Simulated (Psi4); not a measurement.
**C4N2 (2-butynedinitrile): revPBE/cc-pVDZ**

Aim: the vertical singlet–triplet gap of C4N2 (2-butynedinitrile) at revPBE/cc-pVDZ, from 2 runs. The job is set up through a Python script.

The results are computed with Psi4 1.11.

1 further run of the same task is left out (set aside as unsound or not needed).

## Step 1: Starting point

The species is C4N2 (6 atoms), meant as a singlet with charge 0. SMILES: `N#CC#CC#N`. The coordinates come from a PBE0-D4/def2-TZVP relaxation.

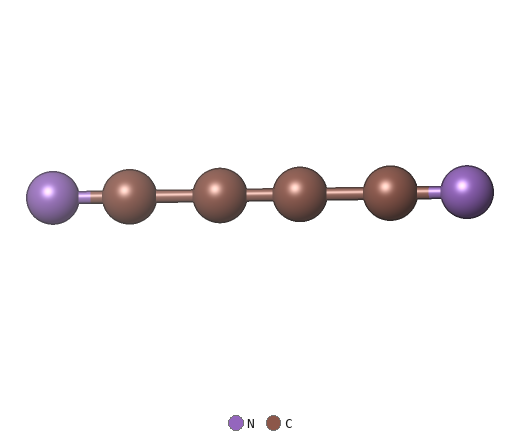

The structure, seen from a chosen angle (nitrogen purple, carbon brown).

## Step 2: A single-point energy at revPBE/cc-pVDZ

run.py

```python
import psi4

psi4.set_memory(2200000000)
psi4.set_num_threads(1)
psi4.set_output_file('output.dat', False)

m = psi4.geometry("""
N      0.017130    -3.020460     0.788950
C      0.010700    -1.902840     0.497280
C      0.003160    -0.583760     0.152900
C     -0.003500     0.583960    -0.152150
C     -0.010740     1.902850    -0.497210
N     -0.016750     3.020250    -0.789760
units angstrom
symmetry c1
no_reorient
no_com
""")

psi4.set_options({
    'puream': True,
    'e_convergence': 1e-09,
    'd_convergence': 1e-08,
    'scf_type': 'pk',
    'dft_radial_points': 99,
    'dft_spherical_points': 590,
})

e, wfn = psi4.energy("revpbe/cc-pVDZ", molecule=m, return_wfn=True)
psi4.oeprop(wfn, "LOWDIN_CHARGES", "MAYER_INDICES", "DIPOLE", title="REVPBE")
print(f'revpbe/cc-pVDZ energy: {e:.10f} Eh')
for k, v in sorted(psi4.core.scalar_variables().items()):
    print(f'{k:45s} {v:18.10f}')
```

Command:

```bash
$ python run.py
```

output.dat (excerpt; [...] marks lines left out):

```text
[...]
  Running in c1 symmetry.
[...]
  Nuclear repulsion =  144.352590511131694
[...]
  Multiplicity = 1
[...]
  Nalpha       = 19
  Nbeta        = 19
[...]
    Number of basis functions: 84
[...]
   @RKS iter   1:  -261.53798870642402   -4.27260e-01   7.72779e-03 DIIS/ADIIS
[...]
   @RKS iter  12:  -261.77934618636931   -1.08002e-12   4.02468e-09 DIIS
[...]
    Orbital Energies [Eh]
    ---------------------
    Doubly Occupied:
       1A    -14.059478     2A    -14.059469     3A    -10.007105
       4A    -10.005219     5A     -9.997812     6A     -9.997735
       7A     -0.879700     8A     -0.877688     9A     -0.784631
      10A     -0.684244    11A     -0.600919    12A     -0.403183
      13A     -0.403183    14A     -0.365814    15A     -0.365814
      16A     -0.354061    17A     -0.352348    18A     -0.295531
      19A     -0.295531
[...]
  @RKS Final Energy:  -261.77934618636931
   => Energetics <=
    Nuclear Repulsion Energy =            144.3525905111316945
    One-Electron Energy =                -637.1675429434710622
    Two-Electron Energy =                 266.3310114772781958
    DFT Exchange-Correlation Energy =     -35.2954052313081235
    Empirical Dispersion Energy =           0.0000000000000000
    VV10 Nonlocal Energy =                  0.0000000000000000
    Total Energy =                       -261.7793461863693096
[...]
 Multipole Moments:
 ------------------------------------------------------------------------------------
     Multipole            Electronic (a.u.)      Nuclear  (a.u.)        Total (a.u.)
 ------------------------------------------------------------------------------------
 L = 1.  Multiply by 2.5417464519 to convert [e a0] to [Debye]
 Dipole X            :         -0.0009482            0.0007181           -0.0002301
 Dipole Y            :          0.0005216           -0.0003968            0.0001248
 Dipole Z            :          0.0019067           -0.0014173            0.0004894
 Magnitude           :                                                    0.0005550
[...]
```

On the terminal:

```text
revpbe/cc-pVDZ energy: -261.7793461864 Eh
CURRENT ENERGY                                   -261.7793461864
CURRENT REFERENCE ENERGY                         -261.7793461864
DD SOLVATION ENERGY                                 0.0000000000
DFT FUNCTIONAL TOTAL ENERGY                      -261.7793461864
DFT TOTAL ENERGY                                 -261.7793461864
DFT VV10 ENERGY                                     0.0000000000
DFT XC ENERGY                                     -35.2954052313
GRID ELECTRONS ALPHA                               18.9999999881
GRID ELECTRONS BETA                                18.9999999881
GRID ELECTRONS TOTAL                               37.9999999762
NUCLEAR REPULSION ENERGY                          144.3525905111
ONE-ELECTRON ENERGY                              -637.1675429435
PCM POLARIZATION ENERGY                             0.0000000000
PE ENERGY                                           0.0000000000
SCF ITERATION ENERGY                             -261.7793461864
SCF ITERATIONS                                     12.0000000000
SCF TOTAL ENERGY                                 -261.7793461864
TWO-ELECTRON ENERGY                               266.3310114773
XC GRID RADIAL POINTS                              99.0000000000
XC GRID SPHERICAL POINTS                          590.0000000000
XC GRID TOTAL POINTS                           326874.0000000000
```

Wall time 32 s (1 thread of Intel Xeon at 2.50GHz (Skylake/Cascade Lake), shared host); peak memory 0.98 GiB.

## Step 3: The triplet: energy and gradient at U-revPBE/cc-pVDZ

calc.py

```python
import psi4

psi4.set_memory(2200000000)
psi4.set_num_threads(1)
psi4.set_output_file('output.dat', False)

molecule = psi4.geometry("""
0 3
N      0.017130    -3.020460     0.788950
C      0.010700    -1.902840     0.497280
C      0.003160    -0.583760     0.152900
C     -0.003500     0.583960    -0.152150
C     -0.010740     1.902850    -0.497210
N     -0.016750     3.020250    -0.789760
symmetry c1
no_reorient
no_com
""")

psi4.set_options({
    'basis': 'cc-pVDZ',
    'reference': 'uks',
    'puream': True,
    'e_convergence': 1e-09,
    'd_convergence': 1e-08,
    'scf_type': 'pk',
    'dft_radial_points': 99,
    'dft_spherical_points': 590,
    'maxiter': 100,
})

result = psi4.gradient("revpbe", molecule=molecule)
print('gradient / Eh bohr^-1')
print(result.np.round(6))
```

Command:

```bash
$ python calc.py
```

output.dat (excerpt; [...] marks lines left out):

```text
[...]
  Running in c1 symmetry.
[...]
  Nuclear repulsion =  144.352590511131694
[...]
  Multiplicity = 3
[...]
  Nalpha       = 20
  Nbeta        = 18
[...]
    Number of basis functions: 84
[...]
   @UKS iter   1:  -261.42081913475124   -3.10090e-01   7.31358e-03 ADIIS/DIIS
[...]
   @UKS iter  15:  -261.64472068879559   -9.09495e-13   6.36712e-09 DIIS
[...]
   @S^2 Observed:                2.008358382E+00
[...]
  @UKS Final Energy:  -261.64472068879559
   => Energetics <=
    Nuclear Repulsion Energy =            144.3525905111316945
    One-Electron Energy =                -636.9574707533895435
    Two-Electron Energy =                 266.2798254745464988
    DFT Exchange-Correlation Energy =     -35.3196659210841801
    Empirical Dispersion Energy =           0.0000000000000000
    VV10 Nonlocal Energy =                  0.0000000000000000
    Total Energy =                       -261.6447206887955872
[...]
 Multipole Moments:
 ------------------------------------------------------------------------------------
     Multipole            Electronic (a.u.)      Nuclear  (a.u.)        Total (a.u.)
 ------------------------------------------------------------------------------------
 L = 1.  Multiply by 2.5417464519 to convert [e a0] to [Debye]
 Dipole X            :         -0.0009227            0.0007181           -0.0002046
 Dipole Y            :          0.0005206           -0.0003968            0.0001238
 Dipole Z            :          0.0018487           -0.0014173            0.0004314
 Magnitude           :                                                    0.0004933
[...]
  -Total Gradient:
     Atom            X                  Y                   Z
    ------   -----------------  -----------------  -----------------
       1       -0.000728138065     0.127003455366    -0.033150988433
       2        0.000896353902    -0.156902153796     0.040959713630
       3       -0.001135740596     0.200256488725    -0.052314996788
       4        0.001134540776    -0.200245243253     0.052319201202
       5       -0.000857050245     0.156858376023    -0.041042160741
       6        0.000690047026    -0.126970930576     0.033229204456
[...]
```

The script printed:

```text
gradient / Eh bohr^-1
[[-0.000728  0.127003 -0.033151]
 [ 0.000896 -0.156902  0.04096 ]
 [-0.001136  0.200256 -0.052315]
 [ 0.001135 -0.200245  0.052319]
 [-0.000857  0.156858 -0.041042]
 [ 0.00069  -0.126971  0.033229]]
```

Wall time 79 s (1 thread of Intel Xeon at 2.50GHz (Skylake/Cascade Lake), shared host); peak memory 0.97 GiB.

## Step 4: What came out

At revPBE/cc-pVDZ:

```
                                        quantity          value
                           singlet: total energy  -261.77935 Eh
                          singlet: dipole moment         0.00 D
                            singlet: HOMO energy       -8.04 eV
                            singlet: LUMO energy       -3.75 eV
                          singlet: HOMO–LUMO gap        4.29 eV
                           triplet: total energy  -261.64472 Eh
                          triplet: dipole moment         0.00 D
     triplet: HOMO energy (highest over α and β)       -4.39 eV
                                   triplet: ⟨S²⟩          2.008
               triplet: largest force on an atom    10.643 eV/Å
vertical energy of the triplet above the singlet       3.663 eV
```

In words: At this shape the triplet lies 3.66 eV (353 kJ/mol) above the singlet.
